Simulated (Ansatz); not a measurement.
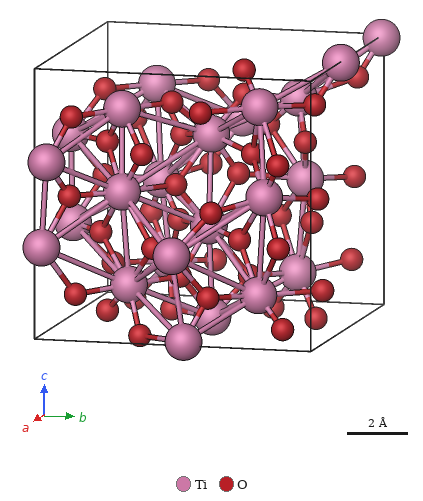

Starting frame of a dynamics run of an amorphous cell of composition Ti24O48 (72 atoms in the cell). The picture is a ball-and-stick view of the simulation cell, seen slightly off an axis. Bonds to atoms that aren't drawn are left out.

Method: DFT, PBEsol, PAW, plane waves in Ansatz 0.2.0.

Run with plane-wave cutoff 420 eV; k-point mesh 1 × 1 × 1; Fermi-Dirac smearing 0.01 eV; Langevin thermostat (NVT); set temperature 4000 K, then 4000 K at the end of 240 steps, then to 300 K over 360 steps; time step 2.5 fs. The run takes 1.50 ps.

What does the trajectory do?

Answer. Under the programmed temperature the kinetic temperature goes from 3834 K (first eighth) to 1199 K (last eighth), with a peak of 3944 K. That is well off the final set point of 300 K. The potential energy in the second half lies on average 94.1 meV per atom above the first frame. In the second half of the run the atoms are, in the root-mean-square, this far from where they began (common drift taken out): O 1.35 Å, Ti 1.27 Å. That is a large part of the typical shortest distance between atoms in the first frame, about 1.8 Å and still growing: the atoms leave their places as in a liquid.

Along the run:

```json
{"time (fs)": "0.0", "potential energy (meV/atom)": "0.0", "T (K)": "3944"}
{"time (fs)": "247.5", "potential energy (meV/atom)": "199.8", "T (K)": "3723"}
{"time (fs)": "497.5", "potential energy (meV/atom)": "217.4", "T (K)": "3848"}
{"time (fs)": "747.5", "potential energy (meV/atom)": "341.9", "T (K)": "3318"}
{"time (fs)": "997.5", "potential energy (meV/atom)": "216.0", "T (K)": "2658"}
{"time (fs)": "1247.5", "potential energy (meV/atom)": "-14.1", "T (K)": "1931"}
{"time (fs)": "1497.5", "potential energy (meV/atom)": "-167.5", "T (K)": "468"}
```

The frame at 1.50 ps:

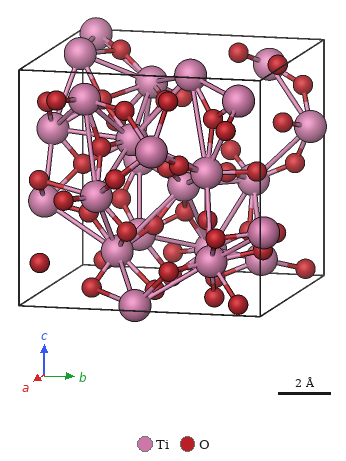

Limits of the set-up: the program's low-accuracy preset was used.
